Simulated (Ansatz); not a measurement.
The reference is AlAs in the zinc blende structure (space group F-43m, No. 216; a = 5.674 Å).

Perturbation: Ga takes the place of Al on all its sites, then cell and atoms are relaxed.

Computed with Ansatz (a quantum-chemistry and plane-wave program) PBEsol, no spin-orbit coupling, earlier PAW set.

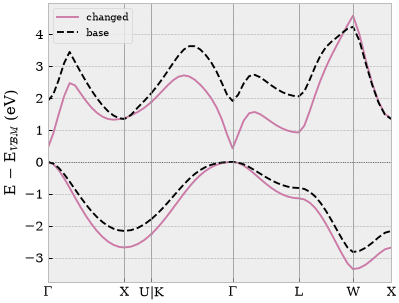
Fig. 1. Highest valence and lowest conduction band along the path, each from its own valence-band maximum

Read the changed gap and its character from the plot.

About 0.4 eV, direct at Γ.

Stability against distortions was not tested.
